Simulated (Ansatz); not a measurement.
**SiPH6ClO2: molecular dynamics (part 1 of 3)**

System: SiPH6ClO2.
Method: RKS CAM-B3LYP-D4/def2-SVP (Ansatz 0.2.0).

It belongs to a series of runs on one base structure; here: dynamics from the highest image of the converged band.

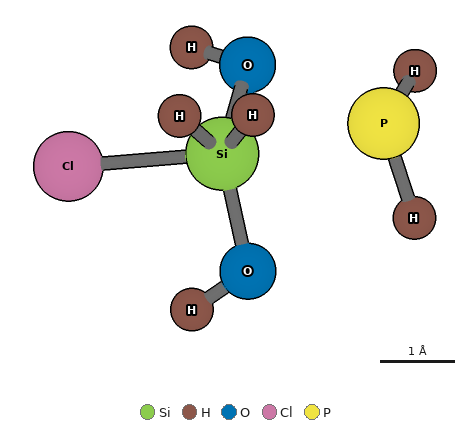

The structure as given in the input (ball-and-stick view, seen at a tilt).

**The input**
```yaml
crystal:
  periodic: [false, false, false]
  atoms:
    - { symbol: Si, position_ang: [0.279224, 0.228851, 0.113834] }
    - { symbol: H, position_ang: [-0.020803, -0.167184, 1.708357] }
    - { symbol: O, position_ang: [1.69789, -0.349929, -0.48865] }
    - { symbol: H, position_ang: [1.594639, -1.231323, -0.875473] }
    - { symbol: O, position_ang: [-0.77312, 1.320695, -0.527624] }
    - { symbol: H, position_ang: [-1.545391, 0.891383, -0.923009] }
    - { symbol: Cl, position_ang: [-0.907422, -1.537422, -0.287386] }
    - { symbol: P, position_ang: [1.536198, 2.120237, 1.234544] }
    - { symbol: H, position_ang: [2.659206, 1.814394, 0.430356] }
    - { symbol: H, position_ang: [0.88954, 3.02227, 0.357438] }
    - { symbol: H, position_ang: [0.540141, 0.664028, 1.685515] }
basis:
  gaussian: { orbitals: def2-SVP }
hamiltonian:
  xc: cam_b3lyp
  dispersion: d4
md:
  timestep: 0.5
  n_steps: 200
  ensemble: nve
  temperature: 300.0
  initial_velocities: maxwell_boltzmann
  seed: 2415
```

Machine: 4 threads of AMD EPYC (Zen 5), 32 GiB of memory available, shared host.

Run as:
```bash
ansatz run input.yaml --threads 4 --pin off --max-ram 5120MiB --backend cpu --events-out ev --progress --plain --runs-dir out
```

**What the program printed**
```
Engine: ansatz 0.2.0, x86_64-unknown-linux-gnu
Functional definition: CAM-B3LYP
  parameter alpha = 0.19
  parameter beta = 0.46
  parameter omega = 0.33/bohr
  parameter ac = 0.81
  exchange = (1 - alpha - beta)*b88_x + beta*b88_x_sr(omega) + alpha*exact_x + beta*exact_x_lr(omega)
  correlation = (1 - ac)*vwn5_c + ac*lyp_c
1133 factors; integrals over basis functions are off by at most 3.2e-4 eV
402 factors; integrals over basis functions are off by at most 6.3e-7 eV
mean field evaluation 1: about -33861.2522 eV, gradient 6.2e1 eV
mean field evaluation 2: about -33856.1987 eV, gradient 8.3e1 eV
mean field evaluation 4: about -33868.0797 eV, gradient 1.5e0 eV
mean field evaluation 8: about -33868.0820 eV, gradient 9.6e-2 eV
mean field evaluation 16: about -33868.0821 eV, gradient 2.0e-5 eV
mean field -33868.08207588 eV, -1244.6290596779 hartree, gradient 2.0e-5 eV, S^2 0.000000; 0 other end points of the search recorded, 0 dependent functions left out
the calculation of the forces begins
reference -33868.08219433 eV, -1244.6290640310 hartree; 34, 34 occupied and 78, 78 virtual orbitals, 1133 factors
md step     0: t =     0.00 fs  T =   300.0 K  F+E_penalty+E_count = -33868.34555331 eV  E_kin = 0.349002 eV  conserved = -33867.99655132 eV  (27 SCF iters)
these checks for a lower state are left out or cut short: starts, cluster_reference, orbital_swaps, neighbouring_geometries, increment
1133 factors; integrals over basis functions are off by at most 3.3e-4 eV
402 factors; integrals over basis functions are off by at most 6.3e-7 eV
mean field -33868.07757550 eV, -1244.6288942922 hartree, gradient 2.6e-5 eV, S^2 0.000000; 0 other end points of the search recorded, 0 dependent functions left out
the calculation of the forces begins
reference -33868.07769386 eV, -1244.6288986419 hartree; 34, 34 occupied and 78, 78 virtual orbitals, 1133 factors
md step     1: t =     0.50 fs  T =   296.3 K  F+E_penalty+E_count = -33868.34112070 eV  E_kin = 0.344645 eV  conserved = -33867.99647540 eV  (26 SCF iters, 3 dispersion substeps)
[... from here on the SCF iterations and repeated set-up lines of each step are left out, up to the last step ...]
md step     2: t =     1.00 fs  T =   285.7 K  F+E_penalty+E_count = -33868.32870187 eV  E_kin = 0.332403 eV  conserved = -33867.99629920 eV  (27 SCF iters, 3 dispersion substeps)
md step     3: t =     1.50 fs  T =   270.7 K  F+E_penalty+E_count = -33868.31101061 eV  E_kin = 0.314929 eV  conserved = -33867.99608176 eV  (26 SCF iters, 3 dispersion substeps)
md step     4: t =     2.00 fs  T =   254.0 K  F+E_penalty+E_count = -33868.29143074 eV  E_kin = 0.295541 eV  conserved = -33867.99588939 eV  (27 SCF iters, 3 dispersion substeps)
md step     5: t =     2.50 fs  T =   238.3 K  F+E_penalty+E_count = -33868.27299394 eV  E_kin = 0.277227 eV  conserved = -33867.99576645 eV  (26 SCF iters, 3 dispersion substeps)
md step     6: t =     3.00 fs  T =   225.2 K  F+E_penalty+E_count = -33868.25768905 eV  E_kin = 0.261970 eV  conserved = -33867.99571925 eV  (27 SCF iters, 3 dispersion substeps)
md step     7: t =     3.50 fs  T =   215.4 K  F+E_penalty+E_count = -33868.24634156 eV  E_kin = 0.250617 eV  conserved = -33867.99572432 eV  (27 SCF iters, 3 dispersion substeps)
md step     8: t =     4.00 fs  T =   209.1 K  F+E_penalty+E_count = -33868.23895132 eV  E_kin = 0.243201 eV  conserved = -33867.99575078 eV  (27 SCF iters, 3 dispersion substeps)
md step     9: t =     4.50 fs  T =   205.8 K  F+E_penalty+E_count = -33868.23516077 eV  E_kin = 0.239383 eV  conserved = -33867.99577808 eV  (27 SCF iters, 3 dispersion substeps)
md step    10: t =     5.00 fs  T =   205.2 K  F+E_penalty+E_count = -33868.23457373 eV  E_kin = 0.238772 eV  conserved = -33867.99580178 eV  (27 SCF iters, 3 dispersion substeps)
md step    11: t =     5.50 fs  T =   207.2 K  F+E_penalty+E_count = -33868.23683628 eV  E_kin = 0.241009 eV  conserved = -33867.99582708 eV  (27 SCF iters, 3 dispersion substeps)
md step    12: t =     6.00 fs  T =   211.2 K  F+E_penalty+E_count = -33868.24156597 eV  E_kin = 0.245706 eV  conserved = -33867.99585992 eV  (27 SCF iters, 3 dispersion substeps)
md step    13: t =     6.50 fs  T =   216.9 K  F+E_penalty+E_count = -33868.24827188 eV  E_kin = 0.252373 eV  conserved = -33867.99589900 eV  (27 SCF iters, 3 dispersion substeps)
md step    14: t =     7.00 fs  T =   223.9 K  F+E_penalty+E_count = -33868.25638428 eV  E_kin = 0.260452 eV  conserved = -33867.99593252 eV  (27 SCF iters, 3 dispersion substeps)
md step    15: t =     7.50 fs  T =   231.7 K  F+E_penalty+E_count = -33868.26544371 eV  E_kin = 0.269504 eV  conserved = -33867.99594018 eV  (27 SCF iters, 3 dispersion substeps)
md step    16: t =     8.00 fs  T =   240.3 K  F+E_penalty+E_count = -33868.27542060 eV  E_kin = 0.279521 eV  conserved = -33867.99589989 eV  (26 SCF iters, 3 dispersion substeps)
md step    17: t =     8.50 fs  T =   250.4 K  F+E_penalty+E_count = -33868.28705592 eV  E_kin = 0.291257 eV  conserved = -33867.99579928 eV  (27 SCF iters, 3 dispersion substeps)
md step    18: t =     9.00 fs  T =   263.4 K  F+E_penalty+E_count = -33868.30204234 eV  E_kin = 0.306394 eV  conserved = -33867.99564851 eV  (27 SCF iters, 3 dispersion substeps)
md step    19: t =     9.50 fs  T =   281.4 K  F+E_penalty+E_count = -33868.32284817 eV  E_kin = 0.327360 eV  conserved = -33867.99548816 eV  (27 SCF iters, 3 dispersion substeps)
md step    20: t =    10.00 fs  T =   306.6 K  F+E_penalty+E_count = -33868.35207670 eV  E_kin = 0.356695 eV  conserved = -33867.99538191 eV  (28 SCF iters, 3 dispersion substeps)
md step    21: t =    10.50 fs  T =   340.5 K  F+E_penalty+E_count = -33868.39148233 eV  E_kin = 0.396092 eV  conserved = -33867.99539066 eV  (25 SCF iters, 3 dispersion substeps)
md step    22: t =    11.00 fs  T =   383.0 K  F+E_penalty+E_count = -33868.44104049 eV  E_kin = 0.445501 eV  conserved = -33867.99553920 eV  (25 SCF iters, 3 dispersion substeps)
md step    23: t =    11.50 fs  T =   432.2 K  F+E_penalty+E_count = -33868.49857995 eV  E_kin = 0.502784 eV  conserved = -33867.99579553 eV  (25 SCF iters, 3 dispersion substeps)
md step    24: t =    12.00 fs  T =   485.0 K  F+E_penalty+E_count = -33868.56027275 eV  E_kin = 0.564190 eV  conserved = -33867.99608246 eV  (25 SCF iters, 3 dispersion substeps)
md step    25: t =    12.50 fs  T =   537.7 K  F+E_penalty+E_count = -33868.62180765 eV  E_kin = 0.625493 eV  conserved = -33867.99631460 eV  (25 SCF iters, 3 dispersion substeps)
md step    26: t =    13.00 fs  T =   587.3 K  F+E_penalty+E_count = -33868.67969223 eV  E_kin = 0.683255 eV  conserved = -33867.99643720 eV  (25 SCF iters, 3 dispersion substeps)
md step    27: t =    13.50 fs  T =   632.4 K  F+E_penalty+E_count = -33868.73210326 eV  E_kin = 0.735660 eV  conserved = -33867.99644356 eV  (25 SCF iters, 3 dispersion substeps)
md step    28: t =    14.00 fs  T =   672.8 K  F+E_penalty+E_count = -33868.77901268 eV  E_kin = 0.782647 eV  conserved = -33867.99636616 eV  (25 SCF iters, 3 dispersion substeps)
md step    29: t =    14.50 fs  T =   709.5 K  F+E_penalty+E_count = -33868.82169994 eV  E_kin = 0.825445 eV  conserved = -33867.99625455 eV  (26 SCF iters, 3 dispersion substeps)
md step    30: t =    15.00 fs  T =   744.3 K  F+E_penalty+E_count = -33868.86198333 eV  E_kin = 0.865829 eV  conserved = -33867.99615418 eV  (26 SCF iters, 3 dispersion substeps)
md step    31: t =    15.50 fs  T =   778.3 K  F+E_penalty+E_count = -33868.90150434 eV  E_kin = 0.905412 eV  conserved = -33867.99609216 eV  (26 SCF iters, 3 dispersion substeps)
md step    32: t =    16.00 fs  T =   812.5 K  F+E_penalty+E_count = -33868.94126846 eV  E_kin = 0.945193 eV  conserved = -33867.99607575 eV  (27 SCF iters, 3 dispersion substeps)
md step    33: t =    16.50 fs  T =   847.0 K  F+E_penalty+E_count = -33868.98148895 eV  E_kin = 0.985394 eV  conserved = -33867.99609521 eV  (27 SCF iters, 3 dispersion substeps)
md step    34: t =    17.00 fs  T =   881.6 K  F+E_penalty+E_count = -33869.02171260 eV  E_kin = 1.025582 eV  conserved = -33867.99613079 eV  (27 SCF iters, 3 dispersion substeps)
md step    35: t =    17.50 fs  T =   915.5 K  F+E_penalty+E_count = -33869.06115703 eV  E_kin = 1.064995 eV  conserved = -33867.99616188 eV  (27 SCF iters, 3 dispersion substeps)
md step    36: t =    18.00 fs  T =   948.1 K  F+E_penalty+E_count = -33869.09909724 eV  E_kin = 1.102918 eV  conserved = -33867.99617954 eV  (27 SCF iters, 3 dispersion substeps)
md step    37: t =    18.50 fs  T =   979.0 K  F+E_penalty+E_count = -33869.13505514 eV  E_kin = 1.138861 eV  conserved = -33867.99619433 eV  (26 SCF iters, 3 dispersion substeps)
md step    38: t =    19.00 fs  T =  1007.8 K  F+E_penalty+E_count = -33869.16864792 eV  E_kin = 1.172417 eV  conserved = -33867.99623046 eV  (27 SCF iters, 3 dispersion substeps)
md step    39: t =    19.50 fs  T =  1034.0 K  F+E_penalty+E_count = -33869.19921739 eV  E_kin = 1.202915 eV  conserved = -33867.99630253 eV  (27 SCF iters, 3 dispersion substeps)
md step    40: t =    20.00 fs  T =  1056.6 K  F+E_penalty+E_count = -33869.22559799 eV  E_kin = 1.229201 eV  conserved = -33867.99639686 eV  (27 SCF iters, 3 dispersion substeps)
md step    41: t =    20.50 fs  T =  1074.4 K  F+E_penalty+E_count = -33869.24633028 eV  E_kin = 1.249860 eV  conserved = -33867.99646981 eV  (27 SCF iters, 3 dispersion substeps)
md step    42: t =    21.00 fs  T =  1086.4 K  F+E_penalty+E_count = -33869.26031469 eV  E_kin = 1.263841 eV  conserved = -33867.99647385 eV  (27 SCF iters, 3 dispersion substeps)
md step    43: t =    21.50 fs  T =  1092.7 K  F+E_penalty+E_count = -33869.26753136 eV  E_kin = 1.271145 eV  conserved = -33867.99638597 eV  (27 SCF iters, 3 dispersion substeps)
md step    44: t =    22.00 fs  T =  1094.4 K  F+E_penalty+E_count = -33869.26939223 eV  E_kin = 1.273173 eV  conserved = -33867.99621958 eV  (26 SCF iters, 3 dispersion substeps)
md step    45: t =    22.50 fs  T =  1093.9 K  F+E_penalty+E_count = -33869.26853584 eV  E_kin = 1.272520 eV  conserved = -33867.99601623 eV  (27 SCF iters, 3 dispersion substeps)
md step    46: t =    23.00 fs  T =  1093.7 K  F+E_penalty+E_count = -33869.26818312 eV  E_kin = 1.272355 eV  conserved = -33867.99582767 eV  (25 SCF iters, 3 dispersion substeps)
md step    47: t =    23.50 fs  T =  1096.5 K  F+E_penalty+E_count = -33869.27131901 eV  E_kin = 1.275617 eV  conserved = -33867.99570174 eV  (26 SCF iters, 3 dispersion substeps)
md step    48: t =    24.00 fs  T =  1103.9 K  F+E_penalty+E_count = -33869.27993467 eV  E_kin = 1.284264 eV  conserved = -33867.99567075 eV  (27 SCF iters, 3 dispersion substeps)
md step    49: t =    24.50 fs  T =  1116.4 K  F+E_penalty+E_count = -33869.29451573 eV  E_kin = 1.298773 eV  conserved = -33867.99574237 eV  (27 SCF iters, 3 dispersion substeps)
md step    50: t =    25.00 fs  T =  1133.0 K  F+E_penalty+E_count = -33869.31392581 eV  E_kin = 1.318032 eV  conserved = -33867.99589394 eV  (27 SCF iters, 3 dispersion substeps)
md step    51: t =    25.50 fs  T =  1151.6 K  F+E_penalty+E_count = -33869.33576089 eV  E_kin = 1.339684 eV  conserved = -33867.99607731 eV  (27 SCF iters, 3 dispersion substeps)
md step    52: t =    26.00 fs  T =  1169.8 K  F+E_penalty+E_count = -33869.35709576 eV  E_kin = 1.360861 eV  conserved = -33867.99623518 eV  (27 SCF iters, 3 dispersion substeps)
md step    53: t =    26.50 fs  T =  1185.4 K  F+E_penalty+E_count = -33869.37537257 eV  E_kin = 1.379050 eV  conserved = -33867.99632293 eV  (27 SCF iters, 3 dispersion substeps)
md step    54: t =    27.00 fs  T =  1197.2 K  F+E_penalty+E_count = -33869.38908826 eV  E_kin = 1.392760 eV  conserved = -33867.99632817 eV  (27 SCF iters, 3 dispersion substeps)
md step    55: t =    27.50 fs  T =  1204.9 K  F+E_penalty+E_count = -33869.39799742 eV  E_kin = 1.401725 eV  conserved = -33867.99627268 eV  (27 SCF iters, 3 dispersion substeps)
md step    56: t =    28.00 fs  T =  1209.1 K  F+E_penalty+E_count = -33869.40280957 eV  E_kin = 1.406616 eV  conserved = -33867.99619322 eV  (27 SCF iters, 3 dispersion substeps)
md step    57: t =    28.50 fs  T =  1210.8 K  F+E_penalty+E_count = -33869.40465935 eV  E_kin = 1.408543 eV  conserved = -33867.99611654 eV  (27 SCF iters, 3 dispersion substeps)
md step    58: t =    29.00 fs  T =  1210.9 K  F+E_penalty+E_count = -33869.40470277 eV  E_kin = 1.408652 eV  conserved = -33867.99605106 eV  (26 SCF iters, 3 dispersion substeps)
md step    59: t =    29.50 fs  T =  1210.3 K  F+E_penalty+E_count = -33869.40398215 eV  E_kin = 1.407989 eV  conserved = -33867.99599333 eV  (27 SCF iters, 3 dispersion substeps)
md step    60: t =    30.00 fs  T =  1209.9 K  F+E_penalty+E_count = -33869.40346537 eV  E_kin = 1.407524 eV  conserved = -33867.99594105 eV  (27 SCF iters, 3 dispersion substeps)
md step    61: t =    30.50 fs  T =  1210.5 K  F+E_penalty+E_count = -33869.40407418 eV  E_kin = 1.408176 eV  conserved = -33867.99589822 eV  (33 SCF iters, 3 dispersion substeps)
md step    62: t =    31.00 fs  T =  1212.7 K  F+E_penalty+E_count = -33869.40661007 eV  E_kin = 1.410736 eV  conserved = -33867.99587401 eV  (28 SCF iters, 3 dispersion substeps)
md step    63: t =    31.50 fs  T =  1216.9 K  F+E_penalty+E_count = -33869.41159223 eV  E_kin = 1.415713 eV  conserved = -33867.99587907 eV  (32 SCF iters, 3 dispersion substeps)
md step    64: t =    32.00 fs  T =  1223.3 K  F+E_penalty+E_count = -33869.41906620 eV  E_kin = 1.423144 eV  conserved = -33867.99592269 eV  (32 SCF iters, 3 dispersion substeps)
md step    65: t =    32.50 fs  T =  1231.3 K  F+E_penalty+E_count = -33869.42844169 eV  E_kin = 1.432434 eV  conserved = -33867.99600774 eV  (31 SCF iters, 3 dispersion substeps)
md step    66: t =    33.00 fs  T =  1239.8 K  F+E_penalty+E_count = -33869.43843535 eV  E_kin = 1.442309 eV  conserved = -33867.99612648 eV  (31 SCF iters, 3 dispersion substeps)
md step    67: t =    33.50 fs  T =  1247.2 K  F+E_penalty+E_count = -33869.44719880 eV  E_kin = 1.450943 eV  conserved = -33867.99625584 eV  (31 SCF iters, 3 dispersion substeps)
md step    68: t =    34.00 fs  T =  1251.9 K  F+E_penalty+E_count = -33869.45269183 eV  E_kin = 1.456334 eV  conserved = -33867.99635830 eV  (32 SCF iters, 3 dispersion substeps)
md step    69: t =    34.50 fs  T =  1252.3 K  F+E_penalty+E_count = -33869.45328022 eV  E_kin = 1.456888 eV  conserved = -33867.99639188 eV  (32 SCF iters, 3 dispersion substeps)
md step    70: t =    35.00 fs  T =  1248.2 K  F+E_penalty+E_count = -33869.44840702 eV  E_kin = 1.452082 eV  conserved = -33867.99632524 eV  (31 SCF iters, 3 dispersion substeps)
md step    71: t =    35.50 fs  T =  1240.3 K  F+E_penalty+E_count = -33869.43907181 eV  E_kin = 1.442913 eV  conserved = -33867.99615902 eV  (31 SCF iters, 3 dispersion substeps)
md step    72: t =    36.00 fs  T =  1230.8 K  F+E_penalty+E_count = -33869.42781036 eV  E_kin = 1.431874 eV  conserved = -33867.99593624 eV  (31 SCF iters, 3 dispersion substeps)
md step    73: t =    36.50 fs  T =  1222.6 K  F+E_penalty+E_count = -33869.41803035 eV  E_kin = 1.422300 eV  conserved = -33867.99573029 eV  (31 SCF iters, 3 dispersion substeps)
md step    74: t =    37.00 fs  T =  1218.3 K  F+E_penalty+E_count = -33869.41289190 eV  E_kin = 1.417279 eV  conserved = -33867.99561248 eV  (31 SCF iters, 3 dispersion substeps)
md step    75: t =    37.50 fs  T =  1219.4 K  F+E_penalty+E_count = -33869.41422500 eV  E_kin = 1.418608 eV  conserved = -33867.99561729 eV  (31 SCF iters, 3 dispersion substeps)
md step    76: t =    38.00 fs  T =  1226.0 K  F+E_penalty+E_count = -33869.42199963 eV  E_kin = 1.426271 eV  conserved = -33867.99572899 eV  (31 SCF iters, 3 dispersion substeps)
md step    77: t =    38.50 fs  T =  1236.7 K  F+E_penalty+E_count = -33869.43455599 eV  E_kin = 1.438661 eV  conserved = -33867.99589539 eV  (31 SCF iters, 3 dispersion substeps)
md step    78: t =    39.00 fs  T =  1249.3 K  F+E_penalty+E_count = -33869.44939276 eV  E_kin = 1.453336 eV  conserved = -33867.99605629 eV  (32 SCF iters, 3 dispersion substeps)
md step    79: t =    39.50 fs  T =  1261.8 K  F+E_penalty+E_count = -33869.46408227 eV  E_kin = 1.467914 eV  conserved = -33867.99616843 eV  (31 SCF iters, 3 dispersion substeps)
md step    80: t =    40.00 fs  T =  1272.8 K  F+E_penalty+E_count = -33869.47692985 eV  E_kin = 1.480712 eV  conserved = -33867.99621749 eV  (27 SCF iters, 3 dispersion substeps)
md step    81: t =    40.50 fs  T =  1281.6 K  F+E_penalty+E_count = -33869.48720416 eV  E_kin = 1.490992 eV  conserved = -33867.99621171 eV  (31 SCF iters, 3 dispersion substeps)
md step    82: t =    41.00 fs  T =  1288.4 K  F+E_penalty+E_count = -33869.49500093 eV  E_kin = 1.498828 eV  conserved = -33867.99617279 eV  (32 SCF iters, 3 dispersion substeps)
md step    83: t =    41.50 fs  T =  1293.5 K  F+E_penalty+E_count = -33869.50090776 eV  E_kin = 1.504785 eV  conserved = -33867.99612227 eV  (31 SCF iters, 3 dispersion substeps)
md step    84: t =    42.00 fs  T =  1297.6 K  F+E_penalty+E_count = -33869.50567039 eV  E_kin = 1.509597 eV  conserved = -33867.99607333 eV  (31 SCF iters, 3 dispersion substeps)
md step    85: t =    42.50 fs  T =  1301.4 K  F+E_penalty+E_count = -33869.50999827 eV  E_kin = 1.513972 eV  conserved = -33867.99602619 eV  (31 SCF iters, 3 dispersion substeps)
md step    86: t =    43.00 fs  T =  1305.4 K  F+E_penalty+E_count = -33869.51456235 eV  E_kin = 1.518589 eV  conserved = -33867.99597381 eV  (31 SCF iters, 3 dispersion substeps)
```
